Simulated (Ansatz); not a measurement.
# CH₅Br₂HfNO: one molecule under many settings

Aim: run CH₅Br₂HfNO under a spread of inputs, and see what each costs and gives.

Program: Ansatz 0.2.0, Gaussian basis. Level of theory: the settings change from run to run. These are calculated values, not measurements.

**1. The geometry**

An earlier PBE0-D4 in a triple-zeta def2 set relaxation fixed the geometry. Hf takes a core potential in def2 sets; no spin-orbit term is included.

11 atoms, charge 0, spin multiplicity 1.

Atoms are counted from 1 here; the program's logs count them from 0.

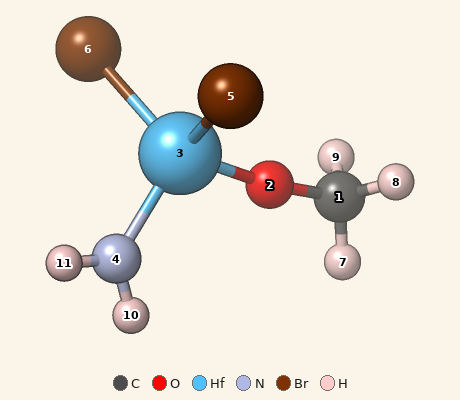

The geometry (carbon dark grey, oxygen red, hafnium blue, nitrogen light blue, bromine brown, hydrogen pink); atoms are numbered from 1 in the order of the file.

**2. B97M-V/x2c-TZVPPall**

Options: finite nuclei.

Contents of in.yaml:

```yaml
crystal:
  periodic: [false, false, false]
  atoms:
    - {symbol: C, position_ang: [0.019868, -1.585442, -1.531177]}
    - {symbol: O, position_ang: [-0.115573, -0.522918, -0.638381]}
    - {symbol: Hf, position_ang: [-0.483111, 0.988473, 0.420876]}
    - {symbol: N, position_ang: [0.873336, 0.925269, 1.900055]}
    - {symbol: Br, position_ang: [-0.194553, 3.114963, -0.904500]}
    - {symbol: Br, position_ang: [-2.806699, 0.870375, 1.395249]}
    - {symbol: H, position_ang: [0.820457, -2.251991, -1.199032]}
    - {symbol: H, position_ang: [0.264444, -1.210552, -2.528677]}
    - {symbol: H, position_ang: [-0.912437, -2.154036, -1.584699]}
    - {symbol: H, position_ang: [1.588063, 0.222473, 2.023269]}
    - {symbol: H, position_ang: [0.946206, 1.603396, 2.646996]}
basis:
  gaussian: {orbitals: x2c-TZVPPall, nuclear_model: gaussian}
hamiltonian: {xc: {name: B97M-V}}
output: {forces: true}
```

Launch:

```
> ansatz run in.yaml --threads 2 --pin off --events-out ev --progress --plain --max-ram 31744MiB --backend cuda --devices 0, --max-vram 18GiB
```

Output, cut to the lines that bear on the results:

```text
Functional definition: B97M-V
  name "B97M-V"
  cite "Mardirossian & Head-Gordon, J. Chem. Phys. 142, 074111 (2015) doi:10.1063/1.4907719"
  cite "Becke, J. Chem. Phys. 107, 8554 (1997) doi:10.1063/1.475007"
  cite "Vydrov & Van Voorhis, J. Chem. Phys. 133, 244103 (2010) doi:10.1063/1.3521275"
  # Of w^i u^j: cxij and so on, Table III.
[...]
  gx(w, u) = cx00 + cx01*u + cx02*u^2 + (cx10 + cx11*u)*w
  gss(w, u) = css00 + css02*u^2 + css10*w + (css32*w^3 + css42*w^4)*u^2
  gos(w, u) = cos00 + cos01*u + cos03*u^3 + cos10*w + cos32*w^3*u^2
[...]
      + integral(e_c_pw_mod_opposite_spin*gos(b97_w_opposite, b97_u_opposite)) + vv10(b, c)
2332 factors; their error is unknown
[...]
mean field -556718.71876376 eV, -20459.0355570673 hartree, gradient 8.1e-5 eV, S^2 0.000000; 0 other end points of the search recorded, 0 dependent functions left out
[...]
reference -556718.71886424 eV, -20459.0355607598 hartree; 84, 84 occupied and 272, 272 virtual orbitals, 2332 factors
Total energy: -556718.71886424 eV, -20459.0355607598 hartree
Relativity: scalar
Atom 0 at     0.019868    -1.585442    -1.531177 Å, force     0.013063    -0.163568    -0.145286 eV/Å
Atom 1 at    -0.115573    -0.522918    -0.638381 Å, force    -0.072533     0.376894     0.284596 eV/Å
Atom 2 at    -0.483111     0.988473     0.420876 Å, force     0.061477    -0.113832    -0.040054 eV/Å
Atom 3 at     0.873336     0.925269     1.900055 Å, force    -0.140849    -0.015192    -0.175192 eV/Å
Atom 4 at    -0.194553     3.114963    -0.904500 Å, force    -0.044001    -0.283440     0.175106 eV/Å
Atom 5 at    -2.806699     0.870375     1.395249 Å, force     0.307968     0.018503    -0.135087 eV/Å
Atom 6 at     0.820457    -2.251991    -1.199032 Å, force    -0.171730     0.140824    -0.074041 eV/Å
Atom 7 at     0.264444    -1.210552    -2.528677 Å, force    -0.051649    -0.086300     0.211020 eV/Å
Atom 8 at    -0.912437    -2.154036    -1.584699 Å, force     0.202247     0.117329     0.008127 eV/Å
Atom 9 at     1.588063     0.222473     2.023269 Å, force    -0.131802     0.179832     0.026525 eV/Å
Atom 10 at     0.946206     1.603396     2.646996 Å, force     0.027810    -0.171050    -0.135715 eV/Å
Dipole moment:     0.506321    -0.574657     0.011806 e Å
```

Run time: 7.5 s. Hardware: 1 × H100 (card shared with other runs) with 2 threads, shared host; peak host memory 1.1 GiB.

Largest force 0.478 eV/Å, dipole 3.68 D.

**3. PBEsol/def2-TZVP**

Options: charge -1, multiplicity 2, atoms shaken by 0.03 Å, D3(BJ) with three-body dispersion, high accuracy.

Contents of in.yaml:

```yaml
crystal:
  periodic: [false, false, false]
  atoms:
    - {symbol: C, position_ang: [0.071807, -1.589160, -1.581274]}
    - {symbol: O, position_ang: [-0.124080, -0.525085, -0.637759]}
    - {symbol: Hf, position_ang: [-0.509969, 1.017881, 0.442255]}
    - {symbol: N, position_ang: [0.855160, 0.942985, 1.898934]}
    - {symbol: Br, position_ang: [-0.230686, 3.083551, -0.875087]}
    - {symbol: Br, position_ang: [-2.847766, 0.847992, 1.403355]}
    - {symbol: H, position_ang: [0.794446, -2.221719, -1.234197]}
    - {symbol: H, position_ang: [0.288141, -1.174076, -2.534333]}
    - {symbol: H, position_ang: [-0.958525, -2.111193, -1.602475]}
    - {symbol: H, position_ang: [1.588229, 0.162228, 1.996083]}
    - {symbol: H, position_ang: [0.915538, 1.578812, 2.559852]}
basis:
  gaussian: {orbitals: def2-TZVP}
total_charge: -1
magnetization: {spin_polarized: true, initial_magnetization: 1}
hamiltonian: {xc: {name: PBEsol}, dispersion: d3bjatm}
accuracy: high
output: {forces: true}
```

Launch:

```
> ansatz run in.yaml --threads 2 --pin off --events-out ev --progress --plain --max-ram 31744MiB --backend cpu
```

Output, cut to the lines that bear on the results:

```text
Functional definition: PBEsol
  name "PBEsol"
  cite "Perdew et al., Phys. Rev. Lett. 100, 136406 (2008) doi:10.1103/PhysRevLett.100.136406"
  cite "Perdew, Burke & Ernzerhof, Phys. Rev. Lett. 77, 3865 (1996) doi:10.1103/PhysRevLett.77.3865"
  parent pbesol
[...]
4397 factors; integrals over basis functions are off by at most 1.2e-6 eV
[...]
mean field -145926.58680794 eV, -5362.7031525988 hartree, gradient 2.9e-8 eV, S^2 0.751815; 10 other end points of the search recorded, 0 dependent functions left out
[...]
reference -145926.58681386 eV, -5362.7031528164 hartree; 55, 54 occupied and 204, 205 virtual orbitals, 4397 factors
Total energy: -145926.73328405 eV, -5362.7085354965 hartree
Atom 0 at     0.071807    -1.589160    -1.581274 Å, force    -4.277511     2.075151     1.541688 eV/Å
Atom 1 at    -0.124080    -0.525085    -0.637759 Å, force     0.766173    -0.828887    -0.583956 eV/Å
Atom 2 at    -0.509969     1.017881     0.442255 Å, force     0.079710    -0.914312     0.346203 eV/Å
Atom 3 at     0.855160     0.942985     1.898934 Å, force     0.587267    -5.079330    -4.062695 eV/Å
Atom 4 at    -0.230686     3.083551    -0.875087 Å, force    -0.184990     1.277396    -0.818023 eV/Å
Atom 5 at    -2.847766     0.847992     1.403355 Å, force    -0.749426     0.193913     0.059476 eV/Å
Atom 6 at     0.794446    -2.221719    -1.234197 Å, force     2.265532    -2.051296     0.897031 eV/Å
Atom 7 at     0.288141    -1.174076    -2.534333 Å, force     0.406147     0.477905    -1.405272 eV/Å
Atom 8 at    -0.958525    -2.111193    -1.602475 Å, force     1.157208     0.136885    -0.306552 eV/Å
Atom 9 at     1.588229     0.162228     1.996083 Å, force    -0.691662     0.821649    -0.002559 eV/Å
Atom 10 at     0.915538     1.578812     2.559852 Å, force     0.641552     3.890924     4.334657 eV/Å
Dipole moment:     0.138244    -0.222467    -0.229757 e Å
```

Run time: 66 s. Hardware: 2 threads, shared host; peak memory 2 GiB.

Largest force 6.531 eV/Å, ⟨S²⟩ 0.752.

**4. SPW92/def2-mTZVP**

Contents of in.yaml:

```yaml
crystal:
  periodic: [false, false, false]
  atoms:
    - {symbol: C, position_ang: [0.019868, -1.585442, -1.531177]}
    - {symbol: O, position_ang: [-0.115573, -0.522918, -0.638381]}
    - {symbol: Hf, position_ang: [-0.483111, 0.988473, 0.420876]}
    - {symbol: N, position_ang: [0.873336, 0.925269, 1.900055]}
    - {symbol: Br, position_ang: [-0.194553, 3.114963, -0.904500]}
    - {symbol: Br, position_ang: [-2.806699, 0.870375, 1.395249]}
    - {symbol: H, position_ang: [0.820457, -2.251991, -1.199032]}
    - {symbol: H, position_ang: [0.264444, -1.210552, -2.528677]}
    - {symbol: H, position_ang: [-0.912437, -2.154036, -1.584699]}
    - {symbol: H, position_ang: [1.588063, 0.222473, 2.023269]}
    - {symbol: H, position_ang: [0.946206, 1.603396, 2.646996]}
basis:
  gaussian: {orbitals: def2-mTZVP}
hamiltonian: {xc: {name: SPW92}}
output: {forces: true}
```

The command is unchanged.

Output, cut to the lines that bear on the results:

```text
Functional definition: SPW92
  name "SPW92"
  cite "Dirac, Proc. Camb. Phil. Soc. 26, 376 (1930) doi:10.1017/S0305004100016108"
  cite "Slater, Phys. Rev. 81, 385 (1951) doi:10.1103/PhysRev.81.385"
  cite "Perdew & Wang, Phys. Rev. B 45, 13244 (1992) doi:10.1103/PhysRevB.45.13244"
[...]
1754 factors; their error is unknown
[...]
mean field -145829.30783062 eV, -5359.1282161202 hartree, gradient 2.9e-5 eV, S^2 0.000000; 0 other end points of the search recorded, 0 dependent functions left out
[...]
reference -145829.30787628 eV, -5359.1282177982 hartree; 54, 54 occupied and 131, 131 virtual orbitals, 1754 factors
Total energy: -145829.30787628 eV, -5359.1282177982 hartree
Atom 0 at     0.019868    -1.585442    -1.531177 Å, force    -0.056313     0.362285     0.292639 eV/Å
Atom 1 at    -0.115573    -0.522918    -0.638381 Å, force     0.057412    -0.088795    -0.023348 eV/Å
Atom 2 at    -0.483111     0.988473     0.420876 Å, force    -0.119051     0.159868     0.022826 eV/Å
Atom 3 at     0.873336     0.925269     1.900055 Å, force    -0.489084    -0.010256    -0.565702 eV/Å
Atom 4 at    -0.194553     3.114963    -0.904500 Å, force    -0.014907    -0.141772     0.098949 eV/Å
Atom 5 at    -2.806699     0.870375     1.395249 Å, force     0.163556     0.011423    -0.058528 eV/Å
Atom 6 at     0.820457    -2.251991    -1.199032 Å, force     0.236736    -0.206644     0.088997 eV/Å
Atom 7 at     0.264444    -1.210552    -2.528677 Å, force     0.074459     0.102220    -0.304241 eV/Å
Atom 8 at    -0.912437    -2.154036    -1.584699 Å, force    -0.275461    -0.178848    -0.022363 eV/Å
Atom 9 at     1.588063     0.222473     2.023269 Å, force     0.418294    -0.441520     0.042444 eV/Å
Atom 10 at     0.946206     1.603396     2.646996 Å, force     0.004359     0.432039     0.428328 eV/Å
Dipole moment:     0.560577    -0.632674     0.016576 e Å
```

Wall time 2.9 s (2 threads, shared host).

Largest force 0.748 eV/Å, dipole 4.06 D.

**5. r2SCAN/def2-mTZVPP**

Set apart from the defaults: D4 dispersion, the search for lower states set to off.

Edit in.yaml of step 4 so:

```diff
@@ -15,4 +15,5 @@
 basis:
-  gaussian: {orbitals: def2-mTZVP}
-hamiltonian: {xc: {name: SPW92}}
+  gaussian: {orbitals: def2-mTZVPP}
+hamiltonian: {xc: {name: r2SCAN}, dispersion: d4}
+scf: {lower_state_search: off}
 output: {forces: true}
```

Launched as before.

Output, cut to the lines that bear on the results:

```text
Functional definition: r2SCAN
  name "r2SCAN"
  cite "Furness, Kaplan, Ning, Perdew & Sun, J. Phys. Chem. Lett. 11, 8208 (2020) doi:10.1021/acs.jpclett.0c02405"
  cite "Furness, Kaplan, Ning, Perdew & Sun, J. Phys. Chem. Lett. 11, 9248 (2020) doi:10.1021/acs.jpclett.0c03077"
  parent r2scan
[...]
1839 factors; their error is unknown
[...]
mean field -146060.92669014 eV, -5367.6400522108 hartree, gradient 7.7e-6 eV, S^2 0.000000; 0 other end points of the search recorded, 0 dependent functions left out
[...]
reference -146060.92670183 eV, -5367.6400526404 hartree; 54, 54 occupied and 146, 146 virtual orbitals, 1839 factors
Total energy: -146060.99860254 eV, -5367.6426949428 hartree
Atom 0 at     0.019868    -1.585442    -1.531177 Å, force     0.012357    -0.240446    -0.223364 eV/Å
Atom 1 at    -0.115573    -0.522918    -0.638381 Å, force     0.097487    -0.067340     0.047149 eV/Å
Atom 2 at    -0.483111     0.988473     0.420876 Å, force    -0.116353     0.202787     0.067351 eV/Å
Atom 3 at     0.873336     0.925269     1.900055 Å, force     0.055816    -0.036756     0.027363 eV/Å
Atom 4 at    -0.194553     3.114963    -0.904500 Å, force     0.019580     0.159066    -0.094300 eV/Å
Atom 5 at    -2.806699     0.870375     1.395249 Å, force    -0.170317    -0.004549     0.072596 eV/Å
Atom 6 at     0.820457    -2.251991    -1.199032 Å, force     0.025187    -0.016542     0.014864 eV/Å
Atom 7 at     0.264444    -1.210552    -2.528677 Å, force     0.007748     0.014930    -0.029917 eV/Å
Atom 8 at    -0.912437    -2.154036    -1.584699 Å, force    -0.030154    -0.015912     0.001465 eV/Å
Atom 9 at     1.588063     0.222473     2.023269 Å, force     0.075403    -0.050549     0.036059 eV/Å
Atom 10 at     0.946206     1.603396     2.646996 Å, force     0.023245     0.055311     0.080734 eV/Å
Dipole moment:     0.557130    -0.632680     0.012745 e Å
Checks for a lower state left out: stability, starts, cluster_reference, orbital_swaps, neighbouring_geometries, increment
```

Run time: 6.5 s. Hardware: 2 threads, shared host.

Largest force 0.328 eV/Å, dipole 4.05 D.

**6. PBE0/def2-SVP**

This run has D3(BJ) with three-body dispersion, high accuracy.

Edit in.yaml of step 5 so:

```diff
@@ -15,5 +15,5 @@
 basis:
-  gaussian: {orbitals: def2-mTZVPP}
-hamiltonian: {xc: {name: r2SCAN}, dispersion: d4}
-scf: {lower_state_search: off}
+  gaussian: {orbitals: def2-SVP}
+hamiltonian: {xc: {name: PBE0}, dispersion: d3bjatm}
+accuracy: high
 output: {forces: true}
```

The command is unchanged.

Output, cut to the lines that bear on the results:

```text
Functional definition: PBE0
  name "PBE0"
  cite "Adamo & Barone, J. Chem. Phys. 110, 6158 (1999) doi:10.1063/1.478522"
  cite "Perdew, Burke & Ernzerhof, Phys. Rev. Lett. 77, 3865 (1996) doi:10.1103/PhysRevLett.77.3865"
  parent pbe
[...]
3482 factors; integrals over basis functions are off by at most 8.2e-8 eV
[...]
mean field -146019.80861726 eV, -5366.1289909033 hartree, gradient 4.4e-8 eV, S^2 0.000000; 0 other end points of the search recorded, 0 dependent functions left out
[...]
reference -146019.80862246 eV, -5366.1289910941 hartree; 54, 54 occupied and 109, 109 virtual orbitals, 3482 factors
Total energy: -146020.06521631 eV, -5366.1384207444 hartree
Atom 0 at     0.019868    -1.585442    -1.531177 Å, force    -0.036316     0.327820     0.282814 eV/Å
Atom 1 at    -0.115573    -0.522918    -0.638381 Å, force     0.071136    -0.293796    -0.209619 eV/Å
Atom 2 at    -0.483111     0.988473     0.420876 Å, force    -0.083020     0.232879     0.136326 eV/Å
Atom 3 at     0.873336     0.925269     1.900055 Å, force    -0.253155    -0.003207    -0.291004 eV/Å
Atom 4 at    -0.194553     3.114963    -0.904500 Å, force     0.013414     0.033585    -0.016323 eV/Å
Atom 5 at    -2.806699     0.870375     1.395249 Å, force    -0.031132    -0.005052     0.022611 eV/Å
Atom 6 at     0.820457    -2.251991    -1.199032 Å, force     0.207427    -0.192997     0.065724 eV/Å
Atom 7 at     0.264444    -1.210552    -2.528677 Å, force     0.066289     0.076074    -0.277027 eV/Å
Atom 8 at    -0.912437    -2.154036    -1.584699 Å, force    -0.239405    -0.169192    -0.031050 eV/Å
Atom 9 at     1.588063     0.222473     2.023269 Å, force     0.249485    -0.224381     0.063664 eV/Å
Atom 10 at     0.946206     1.603396     2.646996 Å, force     0.035277     0.218268     0.253885 eV/Å
Dipole moment:     0.566736    -0.619937     0.035844 e Å
```

It took 22 s on 2 threads, shared host; peak memory 1.1 GiB.

Largest force 0.434 eV/Å, dipole 4.04 D.

**7. wB97X/ANO-RCC-VTZP**

This run has atoms shaken by 0.15 Å.

Contents of in.yaml:

```yaml
crystal:
  periodic: [false, false, false]
  atoms:
    - {symbol: C, position_ang: [0.043052, -1.777857, -1.466885]}
    - {symbol: O, position_ang: [-0.120775, -0.598861, -0.612148]}
    - {symbol: Hf, position_ang: [-0.466777, 0.811567, 0.426984]}
    - {symbol: N, position_ang: [0.915691, 0.960847, 1.984434]}
    - {symbol: Br, position_ang: [-0.194935, 2.949268, -0.974083]}
    - {symbol: Br, position_ang: [-2.833962, 1.026515, 1.284743]}
    - {symbol: H, position_ang: [0.904892, -2.487296, -1.170787]}
    - {symbol: H, position_ang: [0.330528, -1.057183, -2.599199]}
    - {symbol: H, position_ang: [-0.971628, -2.153481, -1.777509]}
    - {symbol: H, position_ang: [1.909760, 0.555315, 2.009183]}
    - {symbol: H, position_ang: [0.837625, 1.571791, 2.694527]}
basis:
  gaussian: {orbitals: ANO-RCC-VTZP}
hamiltonian: {xc: {name: wB97X}}
```

Launch:

```
> ansatz run in.yaml --threads 2 --pin off --events-out ev --progress --plain --max-ram 31744MiB --backend cuda --devices 0, --max-vram 18GiB
```

Output, cut to the lines that bear on the results:

```text
Functional definition: wB97X
  name "wB97X"
  cite "Chai & Head-Gordon, J. Chem. Phys. 128, 084106 (2008) doi:10.1063/1.2834918"
  cite "Becke, J. Chem. Phys. 107, 8554 (1997) doi:10.1063/1.475007"
[...]
  # The coefficients of nought are those of the uniform gas.
[...]
      + exact_x_lr(omega)
[...]
      + integral(e_c_pw_opposite_spin*poly(b97_u_opposite, 1, cos1, cos2, cos3, cos4))
3001 factors; their error is unknown
517 factors; integrals over basis functions are off by at most 1.2e-5 eV
[...]
mean field -556884.72822221 eV, -20465.1362921400 hartree, gradient 3.2e-5 eV, S^2 0.000000; 0 other end points of the search recorded, 0 dependent functions left out
reference -556884.72815459 eV, -20465.1362896550 hartree; 84, 84 occupied and 266, 266 virtual orbitals, 3001 factors
Total energy: -556884.72815459 eV, -20465.1362896550 hartree
Relativity: scalar
```

It took 16 s on 1 × H100 (card shared with other runs) with 2 threads, shared host; peak host memory 1.3 GiB.

**8. SPW92/def2-SVP**

Options: atoms shaken by 0.03 Å, a grid of angular degree 47.

Contents of in.yaml:

```yaml
crystal:
  periodic: [false, false, false]
  atoms:
    - {symbol: C, position_ang: [-0.005117, -1.574138, -1.543933]}
    - {symbol: O, position_ang: [-0.055443, -0.493827, -0.632718]}
    - {symbol: Hf, position_ang: [-0.522365, 0.985740, 0.467627]}
    - {symbol: N, position_ang: [0.919937, 0.860880, 1.894628]}
    - {symbol: Br, position_ang: [-0.246412, 3.108133, -0.896716]}
    - {symbol: Br, position_ang: [-2.848929, 0.883670, 1.426697]}
    - {symbol: H, position_ang: [0.845594, -2.242675, -1.172651]}
    - {symbol: H, position_ang: [0.251357, -1.177506, -2.564353]}
    - {symbol: H, position_ang: [-0.916289, -2.133332, -1.563741]}
    - {symbol: H, position_ang: [1.590959, 0.210681, 2.006296]}
    - {symbol: H, position_ang: [0.985401, 1.577095, 2.636090]}
basis:
  gaussian: {orbitals: def2-SVP, final_grid: {core_spheres: 20, valence_spheres: 16, degree: 47}}
hamiltonian: {xc: {name: SPW92}}
output: {forces: true}
```

Launch:

```
> ansatz run in.yaml --threads 2 --pin off --events-out ev --progress --plain --max-ram 31744MiB --backend cpu
```

Output, cut to the lines that bear on the results:

```text
Functional definition: SPW92
  name "SPW92"
  cite "Dirac, Proc. Camb. Phil. Soc. 26, 376 (1930) doi:10.1017/S0305004100016108"
  cite "Slater, Phys. Rev. 81, 385 (1951) doi:10.1103/PhysRev.81.385"
  cite "Perdew & Wang, Phys. Rev. B 45, 13244 (1992) doi:10.1103/PhysRevB.45.13244"
[...]
1767 factors; their error is unknown
[...]
mean field -145807.15455701 eV, -5358.3140983310 hartree, gradient 6.1e-5 eV, S^2 0.000000; 0 other end points of the search recorded, 0 dependent functions left out
[...]
reference -145807.15462766 eV, -5358.3141009274 hartree; 54, 54 occupied and 109, 109 virtual orbitals, 1767 factors
Total energy: -145807.15462766 eV, -5358.3141009274 hartree
Atom 0 at    -0.005117    -1.574138    -1.543933 Å, force     2.496681     1.284799     0.915500 eV/Å
Atom 1 at    -0.055443    -0.493827    -0.632718 Å, force    -0.655251    -0.208523    -0.260719 eV/Å
Atom 2 at    -0.522365     0.985740     0.467627 Å, force     0.718677    -0.169386    -0.240106 eV/Å
Atom 3 at     0.919937     0.860880     1.894628 Å, force    -4.078606     3.671022    -0.826316 eV/Å
Atom 4 at    -0.246412     3.108133    -0.896716 Å, force    -0.036104    -0.365468     0.304339 eV/Å
Atom 5 at    -2.848929     0.883670     1.426697 Å, force     0.209275    -0.033220    -0.033814 eV/Å
Atom 6 at     0.845594    -2.242675    -1.172651 Å, force    -0.701713     0.283916    -0.593766 eV/Å
Atom 7 at     0.251357    -1.177506    -2.564353 Å, force    -0.126956    -0.280077     0.286802 eV/Å
Atom 8 at    -0.916289    -2.133332    -1.563741 Å, force    -1.327513    -0.693427    -0.017031 eV/Å
Atom 9 at     1.590959     0.210681     2.006296 Å, force     3.478523    -3.358697     0.533408 eV/Å
Atom 10 at     0.985401     1.577095     2.636090 Å, force     0.022987    -0.130938    -0.068297 eV/Å
Dipole moment:     0.488235    -0.616486     0.043252 e Å
```

Wall time 3.7 s (2 threads, shared host).

Largest force 5.549 eV/Å, dipole 3.78 D.

**9. The runs in one table**

| level | charge | multiplicity | geometry | functions | energy (eV) | time |
| --- | --- | --- | --- | --- | --- | --- |
| B97M-V/x2c-TZVPPall | 0 | 1 | relaxed | 356 | -556718.719 | 7.5 s |
| PBEsol/def2-TZVP | -1 | 2 | shaken | 259 | -145926.733 | 66 s |
| SPW92/def2-mTZVP | 0 | 1 | relaxed | 185 | -145829.308 | 2.9 s |
| r2SCAN/def2-mTZVPP | 0 | 1 | relaxed | 200 | -146060.999 | 6.5 s |
| PBE0/def2-SVP | 0 | 1 | relaxed | 163 | -146020.065 | 22 s |
| wB97X/ANO-RCC-VTZP | 0 | 1 | shaken | 350 | -556884.728 | 16 s |
| SPW92/def2-SVP | 0 | 1 | shaken | 163 | -145807.155 | 3.7 s |

**10. Outcome**

| quantity | value |
| --- | --- |
| runs | 7 |
| quickest | SPW92/def2-mTZVP, 2.9 s |
| slowest | PBEsol/def2-TZVP, 66 s |
| spread of total energies, same state and geometry | 410889.4 eV |
| dipole, same state and geometry | 3.68 to 4.06 D |

In words: PBEsol/def2-TZVP took 23 times as long as SPW92/def2-mTZVP. The jobs differ in tasks and options as well as level. Total energies at one charge and spin differ by 410889 eV between levels, so only differences within one level mean anything. Some of these runs are scalar-relativistic and others not, which shifts the totals of all-electron atoms past neon by eV; core potentials, where a basis has them, take the core out of the total altogether. At the PBE0-D4/def2-TZVP geometry and in the same state, runs without warnings or point charges leave forces up to 0.75 eV/Å (SPW92/def2-mTZVP), against 5.5 eV/Å where the atoms were moved. At that geometry and state the dipole changes by 10 % between the lowest and highest value.
